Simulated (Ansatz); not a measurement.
**B2H (doublet): wB97M-V, B2PLYP, RPA-PBE over a scan of the distance B1–B2, cc-pVTZ**

How well do these functionals follow the top wave-function level for B2H (doublet) over a scan of the distance B1–B2?

Method: cc-pVTZ, all electrons in the functionals, frozen cores in the correlation of double hybrids and RPA; program: Ansatz 0.2.0, Gaussian basis.

Plan: wB97M-V, B2PLYP, RPA-PBE, at 1.376 Å; 1.523 Å; 1.686 Å; 2.092 Å; 2.884 Å; 4.182 Å.

**1. The geometry**

The geometry derives from a PBE0/def2-TZVP stationary point (not a proven minimum). One bond is set to the value named and the two fragments are kept rigid.

3 atoms, charge 0, spin multiplicity 2.

Atoms are counted from 1 here; the program's logs count them from 0.

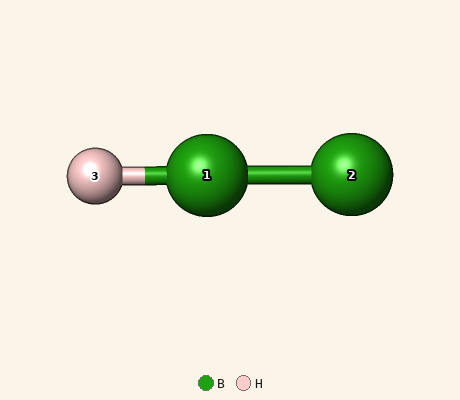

The geometry (boron green, hydrogen pink); atoms are numbered from 1 in the order of the file.

No dispersion term is added; wB97M-V holds VV10 nonlocal correlation.

The geometry shown and the zero of energy belong to the point 1.523 Å. The yardstick, UCCSD(T), and other wave-function levels (R restricted, U unrestricted, valence and pair active spaces) come from earlier runs.

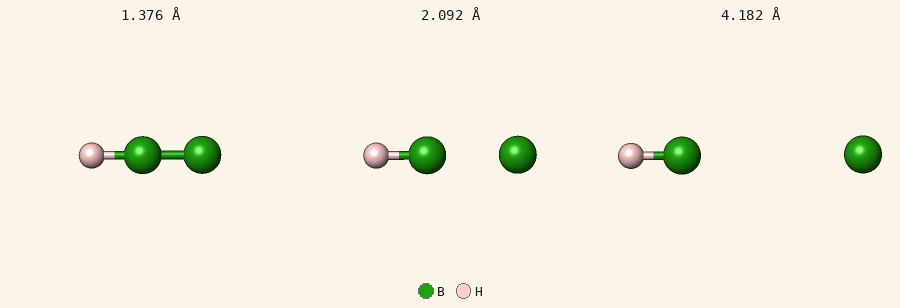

Three points of the scan; sticks are drawn by distance.

**2. wB97M-V, 1.376 Å**

The input, in.yaml:

```yaml
crystal:
  periodic: [false, false, false]
  atoms:
    - {symbol: B, position_ang: [0.000000, 0.000000, 0.066185]}
    - {symbol: B, position_ang: [0.000000, 0.000000, -1.309815]}
    - {symbol: H, position_ang: [0.000000, 0.000000, 1.243629]}
basis:
  gaussian: {orbitals: cc-pVTZ}
magnetization: {spin_polarized: true, initial_magnetization: 1}
hamiltonian: {xc: {name: wB97M-V}}
output: {orbitals: {seedname: orbitals}}
```

Started as:

```sh
> ansatz run in.yaml --threads 1 --pin off --events-out ev --progress --plain --max-ram 2816MiB --backend cpu
```

Output, cut to the lines that bear on the results:

```text
Functional definition: wB97M-V
  name "wB97M-V"
  cite "Mardirossian & Head-Gordon, J. Chem. Phys. 144, 214110 (2016) doi:10.1063/1.4952647"
  cite "Becke, J. Chem. Phys. 107, 8554 (1997) doi:10.1063/1.475007"
  cite "Vydrov & Van Voorhis, J. Chem. Phys. 133, 244103 (2010) doi:10.1063/1.3521275"
  # Of w^i u^j: cxij and so on, Table III.
[...]
  gx(w, u) = 1 - cx + cx01*u + cx10*w
  gss(w, u) = css00 + css04*u^4 + css10*w + css20*w^2 + css43*w^4*u^3
  gos(w, u) = cos00 + cos10*w + (cos20 + cos21*u)*w^2 + (cos60 + cos61*u)*w^6
[...]
      + integral(e_c_pw_mod_opposite_spin*gos(b97_w_opposite, b97_u_opposite)) + vv10(b, c)
484 factors; their error is unknown
99 factors; integrals over basis functions are off by at most 8.4e-5 eV
[...]
mean field -1361.48003726 eV, -50.0334685248 hartree, gradient 2.8e-6 eV, S^2 1.752171; 6 other end points of the search recorded, 0 dependent functions left out
reference -1361.48007005 eV, -50.0334697299 hartree; 6, 5 occupied and 68, 69 virtual orbitals, 484 factors
Total energy: -1361.48007005 eV, -50.0334697299 hartree
```

Run time: 14 s. Hardware: 1 thread of AMD EPYC 7R13, shared host.

From the report: ⟨S²⟩ of the determinant 1.752 (pure doublet: 0.75). The determinant of wB97M-V (⟨S²⟩ 1.75) is far from a pure spin state, so its energy mixes those of several spin states; that is harmless only where they are near-degenerate.

**3. wB97M-V, 1.523 Å**

The input, in.yaml:

```yaml
crystal:
  periodic: [false, false, false]
  atoms:
    - {symbol: B, position_ang: [0.000000, 0.000000, 0.115089]}
    - {symbol: B, position_ang: [0.000000, 0.000000, -1.407623]}
    - {symbol: H, position_ang: [0.000000, 0.000000, 1.292533]}
basis:
  gaussian: {orbitals: cc-pVTZ}
magnetization: {spin_polarized: true, initial_magnetization: 1}
hamiltonian: {xc: {name: wB97M-V}}
output: {forces: true, orbitals: {seedname: orbitals}}
```

Same command.

Output, cut to the lines that bear on the results:

```text
Functional definition: wB97M-V
  name "wB97M-V"
  cite "Mardirossian & Head-Gordon, J. Chem. Phys. 144, 214110 (2016) doi:10.1063/1.4952647"
  cite "Becke, J. Chem. Phys. 107, 8554 (1997) doi:10.1063/1.475007"
  cite "Vydrov & Van Voorhis, J. Chem. Phys. 133, 244103 (2010) doi:10.1063/1.3521275"
  # Of w^i u^j: cxij and so on, Table III.
[...]
  gx(w, u) = 1 - cx + cx01*u + cx10*w
  gss(w, u) = css00 + css04*u^4 + css10*w + css20*w^2 + css43*w^4*u^3
  gos(w, u) = cos00 + cos10*w + (cos20 + cos21*u)*w^2 + (cos60 + cos61*u)*w^6
[...]
      + integral(e_c_pw_mod_opposite_spin*gos(b97_w_opposite, b97_u_opposite)) + vv10(b, c)
484 factors; their error is unknown
99 factors; integrals over basis functions are off by at most 9.5e-5 eV
[...]
mean field -1361.90111684 eV, -50.0489429142 hartree, gradient 8.7e-6 eV, S^2 1.752447; 9 other end points of the search recorded, 0 dependent functions left out
[...]
reference -1361.90114977 eV, -50.0489441243 hartree; 6, 5 occupied and 68, 69 virtual orbitals, 484 factors
Total energy: -1361.90114977 eV, -50.0489441243 hartree
Atom 0 at     0.000000     0.000000     0.115089 Å, force     0.000000     0.000000    -0.008924 eV/Å
Atom 1 at     0.000000     0.000000    -1.407623 Å, force    -0.000000    -0.000000     0.207982 eV/Å
Atom 2 at     0.000000     0.000000     1.292533 Å, force    -0.000000    -0.000000    -0.199059 eV/Å
Dipole moment:     0.000000    -0.000000     0.046895 e Å
```

Wall time 22 s (1 thread of AMD EPYC 7R13, shared host).

From the report: ⟨S²⟩ of the determinant 1.752 (pure doublet: 0.75). The determinant of wB97M-V (⟨S²⟩ 1.75) is far from a pure spin state, so its energy mixes those of several spin states; that is harmless only where they are near-degenerate.

**4. wB97M-V, 1.686 Å**

The input, in.yaml:

```yaml
crystal:
  periodic: [false, false, false]
  atoms:
    - {symbol: B, position_ang: [0.000000, 0.000000, 0.169519]}
    - {symbol: B, position_ang: [0.000000, 0.000000, -1.516481]}
    - {symbol: H, position_ang: [0.000000, 0.000000, 1.346963]}
basis:
  gaussian: {orbitals: cc-pVTZ}
magnetization: {spin_polarized: true, initial_magnetization: 1}
hamiltonian: {xc: {name: wB97M-V}}
output: {orbitals: {seedname: orbitals}}
```

The command is unchanged.

Output, cut to the lines that bear on the results:

```text
Functional definition: wB97M-V
  name "wB97M-V"
  cite "Mardirossian & Head-Gordon, J. Chem. Phys. 144, 214110 (2016) doi:10.1063/1.4952647"
  cite "Becke, J. Chem. Phys. 107, 8554 (1997) doi:10.1063/1.475007"
  cite "Vydrov & Van Voorhis, J. Chem. Phys. 133, 244103 (2010) doi:10.1063/1.3521275"
  # Of w^i u^j: cxij and so on, Table III.
[...]
  gx(w, u) = 1 - cx + cx01*u + cx10*w
  gss(w, u) = css00 + css04*u^4 + css10*w + css20*w^2 + css43*w^4*u^3
  gos(w, u) = cos00 + cos10*w + (cos20 + cos21*u)*w^2 + (cos60 + cos61*u)*w^6
[...]
      + integral(e_c_pw_mod_opposite_spin*gos(b97_w_opposite, b97_u_opposite)) + vv10(b, c)
484 factors; their error is unknown
99 factors; integrals over basis functions are off by at most 1.2e-4 eV
[...]
mean field -1361.60422101 eV, -50.0380321937 hartree, gradient 1.4e-5 eV, S^2 1.418265; 12 other end points of the search recorded, 0 dependent functions left out
reference -1361.60425463 eV, -50.0380334290 hartree; 6, 5 occupied and 68, 69 virtual orbitals, 484 factors
Total energy: -1361.60425463 eV, -50.0380334290 hartree
```

It took 18 s on 1 thread of AMD EPYC 7R13, shared host.

From the report: ⟨S²⟩ of the determinant 1.418 (pure doublet: 0.75). The determinant of wB97M-V (⟨S²⟩ 1.42) is far from a pure spin state, so its energy mixes those of several spin states; that is harmless only where they are near-degenerate.

From 1.523 Å: +0.297 eV.

**5. wB97M-V, 2.092 Å**

The input, in.yaml:

```yaml
crystal:
  periodic: [false, false, false]
  atoms:
    - {symbol: B, position_ang: [0.000000, 0.000000, 0.304852]}
    - {symbol: B, position_ang: [0.000000, 0.000000, -1.787148]}
    - {symbol: H, position_ang: [0.000000, 0.000000, 1.482296]}
basis:
  gaussian: {orbitals: cc-pVTZ}
magnetization: {spin_polarized: true, initial_magnetization: 1}
hamiltonian: {xc: {name: wB97M-V}}
output: {orbitals: {seedname: orbitals}}
```

Launched as before.

Output, cut to the lines that bear on the results:

```text
Functional definition: wB97M-V
  name "wB97M-V"
  cite "Mardirossian & Head-Gordon, J. Chem. Phys. 144, 214110 (2016) doi:10.1063/1.4952647"
  cite "Becke, J. Chem. Phys. 107, 8554 (1997) doi:10.1063/1.475007"
  cite "Vydrov & Van Voorhis, J. Chem. Phys. 133, 244103 (2010) doi:10.1063/1.3521275"
  # Of w^i u^j: cxij and so on, Table III.
[...]
  gx(w, u) = 1 - cx + cx01*u + cx10*w
  gss(w, u) = css00 + css04*u^4 + css10*w + css20*w^2 + css43*w^4*u^3
  gos(w, u) = cos00 + cos10*w + (cos20 + cos21*u)*w^2 + (cos60 + cos61*u)*w^6
[...]
      + integral(e_c_pw_mod_opposite_spin*gos(b97_w_opposite, b97_u_opposite)) + vv10(b, c)
484 factors; their error is unknown
99 factors; integrals over basis functions are off by at most 1.4e-4 eV
[...]
mean field -1360.74082644 eV, -50.0063030282 hartree, gradient 3.9e-5 eV, S^2 0.753010; 1 other end points of the search recorded, 0 dependent functions left out
reference -1360.74086167 eV, -50.0063043231 hartree; 6, 5 occupied and 68, 69 virtual orbitals, 484 factors
Total energy: -1360.74086167 eV, -50.0063043231 hartree
```

Run time: 6 s. Hardware: 1 thread of AMD EPYC 7R13, shared host.

From the report: ⟨S²⟩ of the determinant 0.753 (pure doublet: 0.75).

From 1.523 Å: +1.160 eV.

**6. wB97M-V, 2.884 Å**

The input, in.yaml:

```yaml
crystal:
  periodic: [false, false, false]
  atoms:
    - {symbol: B, position_ang: [0.000000, 0.000000, 0.568852]}
    - {symbol: B, position_ang: [0.000000, 0.000000, -2.315148]}
    - {symbol: H, position_ang: [0.000000, 0.000000, 1.746296]}
basis:
  gaussian: {orbitals: cc-pVTZ}
magnetization: {spin_polarized: true, initial_magnetization: 1}
hamiltonian: {xc: {name: wB97M-V}}
output: {orbitals: {seedname: orbitals}}
```

The command is unchanged.

Output, cut to the lines that bear on the results:

```text
Functional definition: wB97M-V
  name "wB97M-V"
  cite "Mardirossian & Head-Gordon, J. Chem. Phys. 144, 214110 (2016) doi:10.1063/1.4952647"
  cite "Becke, J. Chem. Phys. 107, 8554 (1997) doi:10.1063/1.475007"
  cite "Vydrov & Van Voorhis, J. Chem. Phys. 133, 244103 (2010) doi:10.1063/1.3521275"
  # Of w^i u^j: cxij and so on, Table III.
[...]
  gx(w, u) = 1 - cx + cx01*u + cx10*w
  gss(w, u) = css00 + css04*u^4 + css10*w + css20*w^2 + css43*w^4*u^3
  gos(w, u) = cos00 + cos10*w + (cos20 + cos21*u)*w^2 + (cos60 + cos61*u)*w^6
[...]
      + integral(e_c_pw_mod_opposite_spin*gos(b97_w_opposite, b97_u_opposite)) + vv10(b, c)
484 factors; their error is unknown
99 factors; integrals over basis functions are off by at most 1.5e-4 eV
[...]
mean field -1358.97184792 eV, -49.9412942668 hartree, gradient 3.4e-5 eV, S^2 0.751441; 4 other end points of the search recorded, 0 dependent functions left out
reference -1358.97188563 eV, -49.9412956529 hartree; 6, 5 occupied and 68, 69 virtual orbitals, 484 factors
Total energy: -1358.97188563 eV, -49.9412956529 hartree
```

Run time: 7.5 s. Hardware: 1 thread of AMD EPYC 7R13, shared host.

From the report: ⟨S²⟩ of the determinant 0.751 (pure doublet: 0.75).

From 1.523 Å: +2.929 eV.

**7. wB97M-V, 4.182 Å**

The input, in.yaml:

```yaml
crystal:
  periodic: [false, false, false]
  atoms:
    - {symbol: B, position_ang: [0.000000, 0.000000, 1.001519]}
    - {symbol: B, position_ang: [0.000000, 0.000000, -3.180481]}
    - {symbol: H, position_ang: [0.000000, 0.000000, 2.178963]}
basis:
  gaussian: {orbitals: cc-pVTZ}
magnetization: {spin_polarized: true, initial_magnetization: 1}
hamiltonian: {xc: {name: wB97M-V}}
output: {orbitals: {seedname: orbitals}}
```

Same command.

Output, cut to the lines that bear on the results:

```text
Functional definition: wB97M-V
  name "wB97M-V"
  cite "Mardirossian & Head-Gordon, J. Chem. Phys. 144, 214110 (2016) doi:10.1063/1.4952647"
  cite "Becke, J. Chem. Phys. 107, 8554 (1997) doi:10.1063/1.475007"
  cite "Vydrov & Van Voorhis, J. Chem. Phys. 133, 244103 (2010) doi:10.1063/1.3521275"
  # Of w^i u^j: cxij and so on, Table III.
[...]
  gx(w, u) = 1 - cx + cx01*u + cx10*w
  gss(w, u) = css00 + css04*u^4 + css10*w + css20*w^2 + css43*w^4*u^3
  gos(w, u) = cos00 + cos10*w + (cos20 + cos21*u)*w^2 + (cos60 + cos61*u)*w^6
[...]
      + integral(e_c_pw_mod_opposite_spin*gos(b97_w_opposite, b97_u_opposite)) + vv10(b, c)
484 factors; their error is unknown
99 factors; integrals over basis functions are off by at most 1.6e-4 eV
[...]
mean field -1358.67190582 eV, -49.9302715979 hartree, gradient 7.1e-6 eV, S^2 0.750881; 3 other end points of the search recorded, 0 dependent functions left out
reference -1358.67194815 eV, -49.9302731535 hartree; 6, 5 occupied and 68, 69 virtual orbitals, 484 factors
Total energy: -1358.67194815 eV, -49.9302731535 hartree
```

Wall time 5.5 s (1 thread of AMD EPYC 7R13, shared host).

From the report: ⟨S²⟩ of the determinant 0.751 (pure doublet: 0.75).

From 1.523 Å: +3.229 eV.

**8. B2PLYP, 1.376 Å**

The input, in.yaml:

```yaml
crystal:
  periodic: [false, false, false]
  atoms:
    - {symbol: B, position_ang: [0.000000, 0.000000, 0.066185]}
    - {symbol: B, position_ang: [0.000000, 0.000000, -1.309815]}
    - {symbol: H, position_ang: [0.000000, 0.000000, 1.243629]}
basis:
  gaussian: {orbitals: cc-pVTZ}
magnetization: {spin_polarized: true, initial_magnetization: 1}
hamiltonian: {xc: {name: B2PLYP}}
correlation: {electrons: outside_noble_gas}
```

The command is unchanged.

Output, cut to the lines that bear on the results:

```text
Functional definition: B2PLYP
  name "B2PLYP"
  cite "Grimme, J. Chem. Phys. 124, 034108 (2006) doi:10.1063/1.2148954"
  cite "Becke, Phys. Rev. A 38, 3098 (1988) doi:10.1103/PhysRevA.38.3098"
  cite "Lee, Yang & Parr, Phys. Rev. B 37, 785 (1988) doi:10.1103/PhysRevB.37.785"
[...]
429 factors; integrals over basis functions are off by at most 1.3e-3 eV
[...]
mean field -1359.79613384 eV, -49.9715862156 hartree, gradient 1.1e-6 eV, S^2 1.758178; 10 other end points of the search recorded, 0 dependent functions left out
2 core orbitals not correlated: weight in the atoms' cores, before any rotation towards them, 1.000 or more for the frozen orbitals, at most 0.000 for the correlated occupied ones
reference -1359.79625514 eV, -49.9715906734 hartree; 4, 3 occupied and 68, 69 virtual orbitals, 429 factors
second order -4.20472574 eV of doubles, -0.00000000 eV of singles
Total energy: -1360.93153109 eV, -50.0133112950 hartree
```

It took 5.5 s on 1 thread of AMD EPYC 7R13, shared host.

From the report: ⟨S²⟩ of the determinant 1.758 (pure doublet: 0.75). The determinant of B2PLYP (⟨S²⟩ 1.76) is far from a pure spin state, so its energy mixes those of several spin states; that is harmless only where they are near-degenerate.

**9. B2PLYP, 1.523 Å**

The input, in.yaml:

```yaml
crystal:
  periodic: [false, false, false]
  atoms:
    - {symbol: B, position_ang: [0.000000, 0.000000, 0.115089]}
    - {symbol: B, position_ang: [0.000000, 0.000000, -1.407623]}
    - {symbol: H, position_ang: [0.000000, 0.000000, 1.292533]}
basis:
  gaussian: {orbitals: cc-pVTZ}
magnetization: {spin_polarized: true, initial_magnetization: 1}
hamiltonian: {xc: {name: B2PLYP}}
correlation: {electrons: outside_noble_gas}
```

Launched as before.

Output, cut to the lines that bear on the results:

```text
Functional definition: B2PLYP
  name "B2PLYP"
  cite "Grimme, J. Chem. Phys. 124, 034108 (2006) doi:10.1063/1.2148954"
  cite "Becke, Phys. Rev. A 38, 3098 (1988) doi:10.1103/PhysRevA.38.3098"
  cite "Lee, Yang & Parr, Phys. Rev. B 37, 785 (1988) doi:10.1103/PhysRevB.37.785"
[...]
433 factors; integrals over basis functions are off by at most 1.2e-3 eV
[...]
mean field -1360.19718623 eV, -49.9863246191 hartree, gradient 1.4e-6 eV, S^2 1.758075; 13 other end points of the search recorded, 0 dependent functions left out
2 core orbitals not correlated: weight in the atoms' cores, before any rotation towards them, 1.000 or more for the frozen orbitals, at most 0.000 for the correlated occupied ones
reference -1360.19730802 eV, -49.9863290949 hartree; 4, 3 occupied and 68, 69 virtual orbitals, 433 factors
second order -4.35539579 eV of doubles, -0.00000000 eV of singles
Total energy: -1361.37326488 eV, -50.0295447125 hartree
```

It took 6 s on 1 thread of AMD EPYC 7R13, shared host.

From the report: ⟨S²⟩ of the determinant 1.758 (pure doublet: 0.75). The determinant of B2PLYP (⟨S²⟩ 1.76) is far from a pure spin state, so its energy mixes those of several spin states; that is harmless only where they are near-degenerate.

**10. B2PLYP, 1.686 Å**

The input, in.yaml:

```yaml
crystal:
  periodic: [false, false, false]
  atoms:
    - {symbol: B, position_ang: [0.000000, 0.000000, 0.169519]}
    - {symbol: B, position_ang: [0.000000, 0.000000, -1.516481]}
    - {symbol: H, position_ang: [0.000000, 0.000000, 1.346963]}
basis:
  gaussian: {orbitals: cc-pVTZ}
magnetization: {spin_polarized: true, initial_magnetization: 1}
hamiltonian: {xc: {name: B2PLYP}}
correlation: {electrons: outside_noble_gas}
```

The command is unchanged.

Output, cut to the lines that bear on the results:

```text
Functional definition: B2PLYP
  name "B2PLYP"
  cite "Grimme, J. Chem. Phys. 124, 034108 (2006) doi:10.1063/1.2148954"
  cite "Becke, Phys. Rev. A 38, 3098 (1988) doi:10.1103/PhysRevA.38.3098"
  cite "Lee, Yang & Parr, Phys. Rev. B 37, 785 (1988) doi:10.1103/PhysRevB.37.785"
[...]
433 factors; integrals over basis functions are off by at most 1.4e-3 eV
[...]
mean field -1359.83661851 eV, -49.9730739999 hartree, gradient 2.8e-6 eV, S^2 1.572223; 9 other end points of the search recorded, 0 dependent functions left out
2 core orbitals not correlated: weight in the atoms' cores, before any rotation towards them, 1.000 or more for the frozen orbitals, at most 0.000 for the correlated occupied ones
reference -1359.83673729 eV, -49.9730783648 hartree; 4, 3 occupied and 68, 69 virtual orbitals, 433 factors
second order -4.39098523 eV of doubles, -0.00000000 eV of singles
Total energy: -1361.02230330 eV, -50.0166471122 hartree
```

It took 6.5 s on 1 thread of AMD EPYC 7R13, shared host.

From the report: ⟨S²⟩ of the determinant 1.572 (pure doublet: 0.75). The determinant of B2PLYP (⟨S²⟩ 1.57) is far from a pure spin state, so its energy mixes those of several spin states; that is harmless only where they are near-degenerate.

From 1.523 Å: +0.351 eV.

**11. B2PLYP, 2.092 Å**

The input, in.yaml:

```yaml
crystal:
  periodic: [false, false, false]
  atoms:
    - {symbol: B, position_ang: [0.000000, 0.000000, 0.304852]}
    - {symbol: B, position_ang: [0.000000, 0.000000, -1.787148]}
    - {symbol: H, position_ang: [0.000000, 0.000000, 1.482296]}
basis:
  gaussian: {orbitals: cc-pVTZ}
magnetization: {spin_polarized: true, initial_magnetization: 1}
hamiltonian: {xc: {name: B2PLYP}}
correlation: {electrons: outside_noble_gas}
```

Launched as before.

Output, cut to the lines that bear on the results:

```text
Functional definition: B2PLYP
  name "B2PLYP"
  cite "Grimme, J. Chem. Phys. 124, 034108 (2006) doi:10.1063/1.2148954"
  cite "Becke, Phys. Rev. A 38, 3098 (1988) doi:10.1103/PhysRevA.38.3098"
  cite "Lee, Yang & Parr, Phys. Rev. B 37, 785 (1988) doi:10.1103/PhysRevB.37.785"
[...]
437 factors; integrals over basis functions are off by at most 1.3e-3 eV
[...]
mean field -1358.65069227 eV, -49.9294920145 hartree, gradient 2.6e-6 eV, S^2 1.050478; 6 other end points of the search recorded, 0 dependent functions left out
2 core orbitals not correlated: weight in the atoms' cores, before any rotation towards them, 1.000 or more for the frozen orbitals, at most 0.000 for the correlated occupied ones
reference -1358.65081572 eV, -49.9294965512 hartree; 4, 3 occupied and 68, 69 virtual orbitals, 437 factors
second order -4.71309668 eV of doubles, -0.00000000 eV of singles
Total energy: -1359.92335183 eV, -49.9762613904 hartree
```

It took 2.5 s on 1 thread of AMD EPYC 7R13, shared host.

From the report: ⟨S²⟩ of the determinant 1.050 (pure doublet: 0.75).

From 1.523 Å: +1.450 eV.

**12. B2PLYP, 2.884 Å**

The input, in.yaml:

```yaml
crystal:
  periodic: [false, false, false]
  atoms:
    - {symbol: B, position_ang: [0.000000, 0.000000, 0.568852]}
    - {symbol: B, position_ang: [0.000000, 0.000000, -2.315148]}
    - {symbol: H, position_ang: [0.000000, 0.000000, 1.746296]}
basis:
  gaussian: {orbitals: cc-pVTZ}
magnetization: {spin_polarized: true, initial_magnetization: 1}
hamiltonian: {xc: {name: B2PLYP}}
correlation: {electrons: outside_noble_gas}
```

Launched as before.

Output, cut to the lines that bear on the results:

```text
Functional definition: B2PLYP
  name "B2PLYP"
  cite "Grimme, J. Chem. Phys. 124, 034108 (2006) doi:10.1063/1.2148954"
  cite "Becke, Phys. Rev. A 38, 3098 (1988) doi:10.1103/PhysRevA.38.3098"
  cite "Lee, Yang & Parr, Phys. Rev. B 37, 785 (1988) doi:10.1103/PhysRevB.37.785"
[...]
427 factors; integrals over basis functions are off by at most 1.3e-3 eV
[...]
mean field -1356.99631606 eV, -49.8686948100 hartree, gradient 2.9e-6 eV, S^2 0.924726; 12 other end points of the search recorded, 0 dependent functions left out
2 core orbitals not correlated: weight in the atoms' cores, before any rotation towards them, 1.000 or more for the frozen orbitals, at most 0.000 for the correlated occupied ones
reference -1356.99644145 eV, -49.8686994180 hartree; 4, 3 occupied and 68, 69 virtual orbitals, 427 factors
second order -4.20709243 eV of doubles, -0.00000000 eV of singles
Total energy: -1358.13235640 eV, -49.9104435227 hartree
```

Wall time 9 s (1 thread of AMD EPYC 7R13, shared host).

From the report: ⟨S²⟩ of the determinant 0.925 (pure doublet: 0.75).

From 1.523 Å: +3.241 eV.

[end of part 1 of 2]
